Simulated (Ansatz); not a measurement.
# linear Al chain: period, moment and channels by functional, part 3 of 3

How many channels does the linear Al chain carry, and how sure is the answer?

Ansatz 0.2.0; DFT PBE, plane waves, PAW; relaxation of a chain's period (the session's first sound run).

So far, conductance of the lead as this run defines it (G₀): 2.00 in steps 3, 5, 7 and 9.

## 10. Side by side

Times are for 4 threads of Arm Neoverse V2, shared host. Results by setting:

```csv
no.,level,conductance of the lead as this run defines it (G₀),time,memory (GiB)
1,PBE,2.000,4.9 s,0.37
2,LDA,2.000,4.8 s,0.37
3,r2SCAN,2.000,7.6 s,0.69
4,PBEsol,2.000,5 s,0.37
```

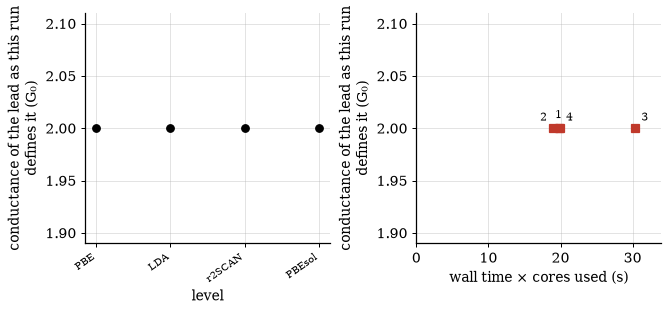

The series as plots; the last panel sets the first result against cost, with the runs numbered as in the table.

## 11. The relaxed wire, cutoff 544.228 eV

This step: DFT PBE, plane waves, norm-conserving; relaxation of a chain's period (Ansatz 0.2.0).

The same functional on other atomic datasets tests how far the result hangs on the treatment of the cores. Against the first PBE run of this kind, the cutoff is 544.228 eV against 420.

input.yaml

```yaml
crystal:
  lattice:
    - [7.5, 0.0, 0.0]
    - [0.0, 7.5, 0.0]
    - [0.0, 0.0, 2.2506]
  atoms:
    - { symbol: Al, position: [0.5, 0.5, 0.0], spin: 0.5 }
magnetization:
  spin_polarized: true
kpoints:
  mp_grid: { grid: [1, 1, 36] }
scf:
  occupations: { method: fermi_dirac, width: 0.05 }
hamiltonian:
  xc: pbe
  pseudopotentials: { kind: nc, accuracy: standard }
relax:
  cell: { fix: [a, b, alpha, beta, gamma] }
  max_steps: 60
```

On the command line:

```
ansatz run input.yaml --threads 4 --pin off --max-ram 8192MiB --backend cpu --events-out ev --progress --plain --runs-dir out
```

Numbers of over 12 decimals in the logs are rounded to 6 here.

The program printed:

```text
[...]
Crystal: 1 atoms, lattice volume = 126.596 Å³
Basis set: ecut = 544.227725 eV, 3633 PW (Γ), exchange–correlation on 120×120×36 points (8 copies of the dense FFT grid, shifted against one another)
Bands: 6, of which v1, the nominal top of the filled ones, is band 2 counted from 1 (1 counted from 0)
Symmetry: 16 space group operations
[...]
0.202873       0.000000       0.000000
        0.000000       0.202873       0.000000
        0.000000       0.000000       0.012841
  P = ⅓ Tr σ = 0.1395 GPa (1.395 kbar)
--- Relaxed structure (4 steps of the walk, 4 accepted, 1 SCFs on fresh bases) ---
[...]
cell:  # Å, volume = 135.9500 Å³
    - [7.5, 0.0, 0.0]
    - [0.0, 7.5, 0.0]
    - [0.0, 0.0, 2.416888]
  atoms:
    - { symbol: Al, position: [0.5, 0.5, 0.0] }
[key lines of the parts left out:]
SCF converged after 5 iterations
Magnetization: 0.0000 μB (1.5000 up, 1.5000 down)
Free energy (F): -61.118351 eV
Fermi energy:    -2.526425 eV
```

Elapsed: 4.8 s, on 4 threads of Arm Neoverse V2, shared host; peak memory 0.37 GiB; 18 s of CPU time.

The cell's length comes to 2.417 Å, +0.1 % against the first run, with no moment.

## 12. Relaxation of atoms and period

This step: DFT PBE, plane waves, PAW; relaxation of a chain's period (Ansatz 0.2.0).

No moment formed, so a run without spin should agree; this checks it and saves time.

input.yaml, the sections that differ from step 11:

```yaml
crystal:
  lattice:
    - [7.5, 0.0, 0.0]
    - [0.0, 7.5, 0.0]
    - [0.0, 0.0, 2.2506]
  atoms:
    - { symbol: Al, position: [0.5, 0.5, 0.0] }
hamiltonian:
  xc: pbe
# kpoints, scf, relax: as in step 11
# magnetization: removed
```

The program printed:

```text
[...]
Crystal: 1 atoms, lattice volume = 126.596 Å³
Basis set: ecut = 420 eV, 2463 PW (Γ), exchange–correlation on 108×108×32 points (8 copies of the dense FFT grid, shifted against one another)
Bands: 6, of which v1, the nominal top of the filled ones, is band 2 counted from 1 (1 counted from 0)
Symmetry: 16 space group operations
[...]
k-points: 19 of 36
[...]
--- Stress (GPa, compression-positive) ---
        0.205513      -0.000000       0.000000
       -0.000000       0.205513      -0.000000
        0.000000      -0.000000       0.028789
  P = ⅓ Tr σ = 0.1466 GPa (1.466 kbar)
--- Relaxed structure (4 steps of the walk, 4 accepted, 1 SCFs on fresh bases) ---
[...]
cell:  # Å, volume = 135.8547 Å³
    - [7.5, 0.0, 0.0]
    - [0.0, 7.5, 0.0]
    - [0.0, 0.0, 2.415195]
  atoms:
    - { symbol: Al, position: [0.5, 0.5, 0.0] }
[key lines of the parts left out:]
SCF converged after 5 iterations
Free energy (F): -535.567347 eV
Fermi energy:    -2.517210 eV
```

It took 1.5 s on 4 threads; peak memory 0.32 GiB.

The cell's length comes to 2.415 Å, +0.0 % against the first run, with spin left out.

## 13. The series together

Times are for 4 threads of Arm Neoverse V2, shared host. The series side by side:

```csv
no.,level,cell length along the wire (Å),time,memory (GiB)
1,PBE,2.415,4 s,0.34
2,LDA,2.390,2.7 s,0.31
3,r2SCAN,2.405,15 s,0.63
4,PBEsol,2.407,3.9 s,0.34
5,"PBE, NC files",2.417,4.8 s,0.37
6,"PBE, no spin",2.415,1.5 s,0.32
```

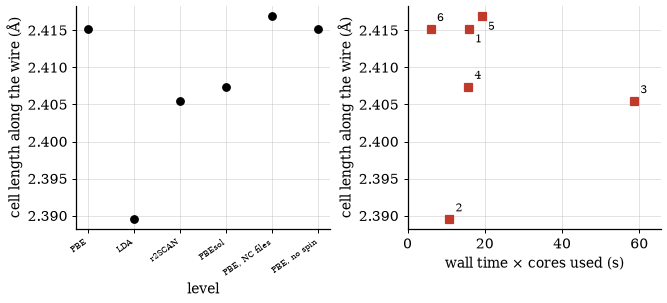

The series as plots; the last panel sets the first result against cost, with the runs numbered as in the table.

## 14. Two-component spinors

This step: DFT PBE, plane waves, fully relativistic PAW; channels of a perfect chain with spin-orbit coupling (Ansatz 0.2.0).

Spin-orbit coupling mixes the spins and splits bands that cross or touch without it, so it can open or close channels. Fully relativistic datasets take the place of the scalar ones. The window is narrow, since spinor matrices are twice as large.

input.yaml

```yaml
crystal:
  lattice:
    - [7.5, 0.0, 0.0]
    - [0.0, 7.5, 0.0]
    - [0.0, 0.0, 2.4151928494]
  atoms:
    - { symbol: Al, position: [0.5, 0.5, 0.0] }
kpoints:
  mp_grid: { grid: [1, 1, 34] }
  band_path: { path: ["Γ", Z], npoints: 60 }
scf:
  occupations: { method: fermi_dirac, width: 0.05 }
hamiltonian:
  xc: pbe
  pseudopotentials: { kind: paw_fr }
output:
  transmission:
    e_range: [-0.42, 0.42]
    de: 0.035
    kmesh: [1, 1]
    reduced_basis: false
    leads: [[0, 0]]
magnetization:
  noncollinear: true
  spin_orbit: true
```

The program printed:

```text
[...]
non-collinear run that drives no moment, with spin-orbit: no starting moment large enough to seed its density (crystal.atoms[].spin), no starting occupations that ask for one, no magnetisation constraint and no magnetic field, so the semilocal B_xc is pinned to zero
Crystal: 1 atoms, lattice volume = 135.855 Å³
Basis set: ecut = 420 eV, 2633 PW (Γ)
Bands: 12, of which v1, the nominal top of the filled ones, is band 3 counted from 1 (2 counted from 0)
Symmetry: 16 space group operations + 16 with time reversal
[...]
k-points: 18 of 34
Projection manifold: j_resolved (fully-relativistic pseudo-atomic orbitals)
[...]
SCF iter   1: F=—  HF=-535.715030 eV  |F-HF|=—  |Δ(HF+E_count)|=         —  Δρ=1.51e-2  dr2=4.64e-1  dr2_m=0.00e0 (ungated)  ethr=3.10e-3  |M|=0.00e0 ∫|m|=0.00e0 μB  |m|>n=0.0e0 m-floor=0.0e0 τ_xc=0.0e0  β_m=1.00  ⟨swp⟩=7.1  Hψ=909  notcnv=0  defer=2
[...]
spin=Noncollinear: LDOS preconditioning applied to the charge; magnetization (m_x, m_y, m_z) channels mix plain (no charge-response kernel on spin).
SCF iter   2: F=—  HF=-535.550673 eV  |F-HF|=—  |Δ(HF+E_count)|=   1.64e-1  Δρ=3.90e-3  dr2=1.84e-2  dr2_m=0.00e0 (ungated)  ethr=3.10e-3  |M|=0.00e0 ∫|m|=0.00e0 μB  |m|>n=0.0e0 m-floor=0.0e0 τ_xc=0.0e0  β_m=0.94  ⟨swp⟩=2.4  Hψ=270  notcnv=0  defer=56
[...]
SCF iter   7: F=-535.568618 eV  HF=-535.568618 eV  |F-HF|=3.74e-10  |Δ(HF+E_count)|=   3.76e-8  Δρ=4.44e-7  dr2=3.56e-10  dr2_m=0.00e0 (ungated)  ethr=7.19e-10  |M|=0.00e0 ∫|m|=0.00e0 μB  |m|>n=0.0e0 m-floor=0.0e0 τ_xc=0.0e0  ⟨swp⟩=1.4  Hψ=306  notcnv=0
SCF 1 converged in 7 iterations: F = -535.568618 eV  dr2 = 3.56e-10
[...]
transmission: 3 of 3 steps passed
SCF converged after 7 iterations
Magnetization: |M| = 0.0000 μB,  M = (+0.0000, +0.0000, +0.0000) μB
Absolute magnetization: 0.0000 μB (∫|m|)
  site 0: m = (+0.0000, +0.0000, +0.0000) μB, |m| = 0.0000 μB  (R = 1.00 Å)
Free energy (F): -535.568618 eV
[...]
Internal energy: -535.557465 eV  (E = F + TS)
E sigma→0 (E₀):  -535.563041 eV
Entropy (-TS):   -0.011152 eV (-11.152 meV/atom)
Fermi energy:    -2.520460 eV
[...]
--- Band table (eV; the first three rows and the last of 18) ---
  k-point 0: bands = [-8.9245, -8.9245, -2.9055, -2.9055, -2.8937, -2.8937, 0.2414, ... 5 higher]
  k-point 1: bands = [-8.9029, -8.9029, -2.8847, -2.8847, -2.8729, -2.8729, 0.2629, ... 5 higher]
  k-point 2: bands = [-8.8380, -8.8380, -2.8224, -2.8224, -2.8106, -2.8106, 0.3274, ... 5 higher]
  k-point 17: bands = [-3.8107, -3.8107, -1.7407, -1.7407, 2.7583, 2.7583, 2.7768, ... 5 higher]
--- Transmission ---
  basis      : 497 plane waves across, 3 finite elements along
  points     : 1, standing for a mesh of 1 x 1
[...]
crystal 0  : Al1, at the sites [0, 0], period 2.4152 Å: whole cells are its period
[...]
filled         : 2.4 meV over the level at which it is neutral
    channels       : 4.000000e0 of both spins
[...]
```

Run time: 2.9 min. Hardware: 4 threads; peak memory 4.8 GiB.

This step gave:

```yaml
energy_at_zero_smearing: -535.5630 eV
channels_at_the_energy_nearest_the_fermi_level_both_spins: 4
```

The open channels of the lead, both spins by energy, zero at the Fermi level:

```csv
energy (eV),"open channels of the lead, both spins"
-0.420,0
-0.385,2
-0.315,4
-0.280,4
-0.210,4
-0.175,4
-0.140,4
-0.070,4
-0.035,4
0.000,4
0.035,4
0.070,4
0.140,4
0.175,4
0.210,4
0.280,4
0.315,4
0.385,4
0.420,4
```

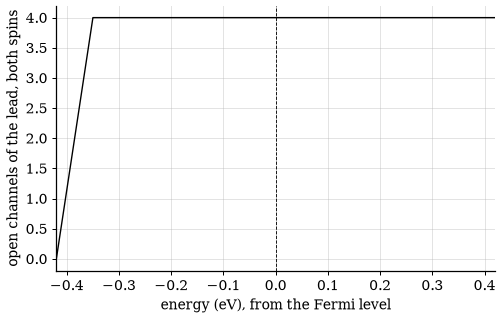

Open channels of the lead, both spins, plotted against energy.

The slowest values at each energy, most degenerate partners merged, listed up to 1.5 1/Å. The Im kz of the slowest decaying states by energy, zero at the Fermi level:

```csv
energy (eV),decay 1 (Å⁻¹),decay 2 (Å⁻¹),decay 3 (Å⁻¹),decay 4 (Å⁻¹)
-0.420,0.0989,0.115,0.115,0.919
-0.350,0.116,0.909,1.07,1.21
-0.280,0.116,0.899,1.06,1.20
-0.175,0.115,0.883,1.05,1.19
-0.105,0.114,0.873,1.04,1.18
-0.035,0.113,0.862,1.03,1.17
0.000,0.112,0.857,1.02,1.17
0.035,0.110,0.852,1.02,1.16
0.105,0.108,0.841,1.01,1.16
0.175,0.104,0.830,1.00,1.15
0.280,0.0978,0.813,0.986,1.14
0.350,0.0925,0.802,0.977,1.13
0.420,0.0862,0.790,0.967,1.12
```

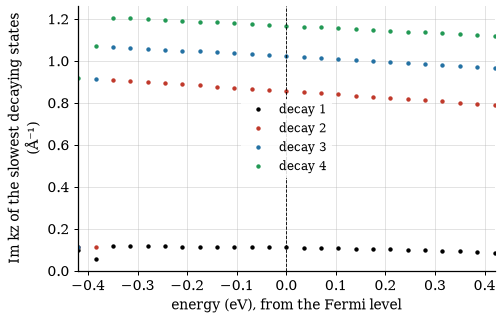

Im kz of the slowest decaying states against energy.

The electronic bands at the labelled points (eV, zero at the Fermi level):

```csv
point,band 1,band 2,band 3,band 4,band 5,band 6,band 7,band 8
Γ,-6.40,-6.40,-0.39,-0.39,-0.37,-0.37,2.76,2.76
Z,-1.29,-1.29,0.78,0.78,5.28,5.28,5.30,5.30
```

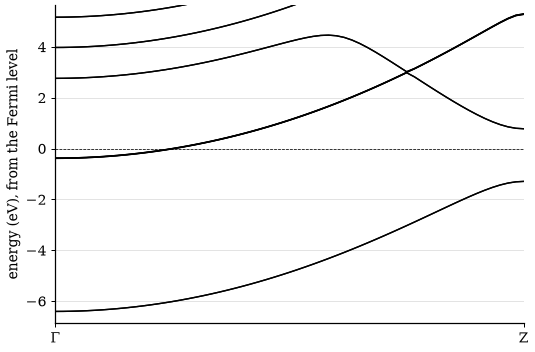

Electronic bands along the path.

At the computed energy nearest the Fermi level there are 4 spinor channels, and the thermal average gives 2.00 G₀.

## 15. The same system on other settings

This step: DFT PBE, plane waves, PAW; channels and complex bands of a perfect chain; changed: output.transmission.e_range = [-3, 3], output.transmission.de = 0.05 (Ansatz 0.2.0).

The atoms of the run on the perfect lead (PBE) are kept and the input is varied, to see whether the result depends on it. The ELF is not written this time.

input.yaml, the sections that differ from step 14:

```yaml
hamiltonian:
  xc: pbe
output:
  transmission:
    e_range: [-3, 3]
    de: 0.05
    kmesh: [1, 1]
    reduced_basis: true
    leads: [[0, 0]]
  dos: { projected: true, e_range: [-6, 4] }
  write_potential: true
  write_density: true
  volumetric_format: npy
# crystal, kpoints, scf: as in step 14
# magnetization: removed
```

The program printed:

```text
[...]
Crystal: 1 atoms, lattice volume = 135.855 Å³
Basis set: ecut = 420 eV, 2633 PW (Γ)
Bands: 6, of which v1, the nominal top of the filled ones, is band 2 counted from 1 (1 counted from 0)
Symmetry: 16 space group operations
[...]
k-points: 18 of 34
[...]
SCF iter   1: F=—  HF=-535.565874 eV  |F-HF|=—  |Δ(HF+E_count)|=         —  Δρ=2.06e-3  dr2=6.69e-3  ethr=1.77e-3  ⟨swp⟩=7.1  Hψ=1223  notcnv=0
[...]
SCF iter   6: F=-535.567331 eV  HF=-535.567331 eV  |F-HF|=4.07e-10  |Δ(HF+E_count)|=   7.81e-9  Δρ=4.52e-7  dr2=5.73e-10  ethr=4.36e-10  ⟨swp⟩=2.4  Hψ=384  notcnv=0
SCF 1 converged in 6 iterations: F = -535.567331 eV  dr2 = 5.73e-10
[...]
transmission: 3 of 18 steps passed
transmission: 6 of 18 steps passed
[...]
transmission: 18 of 18 steps passed
[...]
SCF converged after 6 iterations
Free energy (F): -535.567331 eV
[...]
Internal energy: -535.556179 eV  (E = F + TS)
E sigma→0 (E₀):  -535.561755 eV
Entropy (-TS):   -0.011152 eV (-11.152 meV/atom)
Fermi energy:    -2.520594 eV
[...]
--- Band table (eV; the first three rows and the last of 18) ---
[...]
--- Transmission ---
  basis      : 497 plane waves across, 3 finite elements along
  points     : 1, standing for a mesh of 1 x 1
[...]
crystal 0  : Al1, at the sites [0, 0], period 2.4152 Å: whole cells are its period
[...]
channels       : 2.000000e0 a spin
    conductance    : none, the energies end too early or step too widely for 300 K: set another output.transmission.e_range or a lower de, or, where they end at an eighth of basis.ecutwfc, a higher one
```

It took 6.8 s on 4 threads; peak memory 0.39 GiB.

Numbers from this step:

```yaml
energy_at_zero_smearing: -535.5618 eV
```

The open channels of the lead, one spin by energy, zero at the Fermi level:

```csv
energy (eV),"open channels of the lead, one spin"
-3.0000,1
-2.7500,1
-2.5000,1
-2.2500,1
-2.0000,1
-1.7500,1
-1.5000,1
-1.2500,0
-1.0000,0
-0.7500,0
-0.5000,0
-0.2500,2
0.0000,2
0.2500,2
0.5000,2
0.7500,2
1.0000,3
1.2500,3
1.5000,3
1.7500,3
2.0000,3
2.2500,3
2.5000,3
2.7500,3
3.0000,4
```

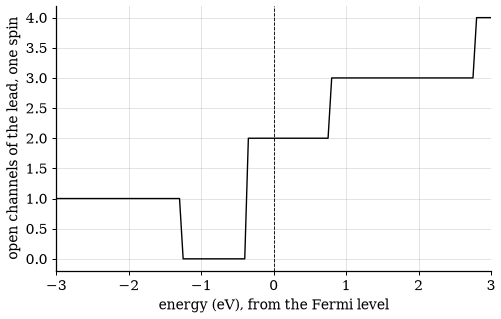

Open channels of the lead, one spin against energy.

It took 6.8 s against 4.9 s for the run it varies; the program gives no conductance for this window, step and temperature, so that result is lost.

The channels at the energy nearest the Fermi level, one spin stays within 0.2 % plus 0.001 of the run it varies.

## 16. A varied input: scf.initial_density.chi_scale = 0.0

This step: DFT PBE, plane waves, PAW; channels and complex bands of a perfect chain; changed: scf.initial_density.chi_scale = 0.0 (Ansatz 0.2.0).

The atoms of the run on the perfect lead (PBE) are kept and the input is varied, to see whether the result depends on it. The ELF is not written this time.

Changes to input.yaml since step 15:

```diff
@@ -12,2 +12,3 @@
   occupations: { method: fermi_dirac, width: 0.05 }
+  initial_density: { chi_scale: 0.0 }
 hamiltonian:
@@ -16,4 +17,4 @@
   transmission:
-    e_range: [-3, 3]
-    de: 0.05
+    e_range: [-2, 2]
+    de: 0.035
     kmesh: [1, 1]
```

The program printed:

```text
[...]
Crystal: 1 atoms, lattice volume = 135.855 Å³
Basis set: ecut = 420 eV, 2633 PW (Γ)
Bands: 6, of which v1, the nominal top of the filled ones, is band 2 counted from 1 (1 counted from 0)
Symmetry: 16 space group operations
[...]
k-points: 18 of 34
[...]
Fermi energy:    -2.520539 eV
[...]
--- Band table (eV; the first three rows and the last of 18) ---
[...]
--- Transmission ---
  basis      : 497 plane waves across, 3 finite elements along
  points     : 1, standing for a mesh of 1 x 1
[...]
crystal 0  : Al1, at the sites [0, 0], period 2.4152 Å: whole cells are its period
[...]
filled         : 2.4 meV over the level at which it is neutral
    channels       : 2.000000e0 a spin
[...]
[key lines of the parts left out:]
SCF converged after 7 iterations
Free energy (F): -535.567331 eV
```

It took 5.1 s on 4 threads; peak memory 0.35 GiB.

Table of open channels of the lead, one spin by energy, zero at the Fermi level:

```csv
energy (eV),"open channels of the lead, one spin"
-2.000,1
-1.510,1
-0.985,0
-0.495,0
-0.005,2
0.485,2
1.010,3
1.500,3
```

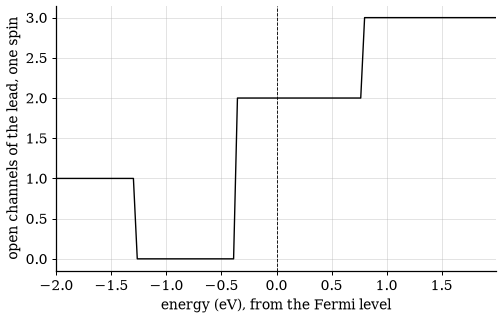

Open channels of the lead, one spin against energy.

It took 5.1 s against 4.9 s for the run it varies, and the conductance is 2.00 G₀ against 2.00 G₀.

The channels at the energy nearest the Fermi level, one spin and conductance of the lead as this run defines it stay within 0.2 % plus 0.001 of the run it varies.

## 17. What came out

| Property | Result |
| --- | --- |
| cell length, PBE | 2.415 Å |
| cell length, LDA | 2.390 Å |
| cell length, r2SCAN | 2.405 Å |
| cell length, PBEsol | 2.407 Å |
| cell length, PBE, NC files | 2.417 Å |
| cell length, PBE, no spin | 2.415 Å |
| conductance, PBE | 2.00 G₀ |
| conductance, LDA | 2.00 G₀ |
| conductance, r2SCAN | 2.00 G₀ |
| conductance, PBEsol | 2.00 G₀ |
| conductance, with spin-orbit coupling | 2.00 G₀ |

In words: Under PBE the cell's length is 2.42 Å, no moment survives, and it is a metal with 2 channels a spin next to the Fermi level, 2.00 G₀ at 300 K. The cell's length spans 1.1 % over the functionals, shortest under LDA and longest under PBE. A perfect wire passes every open channel, so the conductance counts half a G₀ for each forward-moving state at the Fermi level, spin by spin. Transport is coherent and elastic here: the atoms are frozen, so scattering by vibrations plays no part. The lead's cell of one atom keeps the chain straight and evenly spaced; a zigzag or dimerised form may lie lower.

[Logs are printed without paths, hosts, clocks, repeated set-up lines and the standing remarks that a program may print on its own settings, such as how far it seeks lower states.]

[Hosts, paths, dates, database ids (printed as entryN), source tags and the programs' standing remarks are cut or masked in the printed files.]
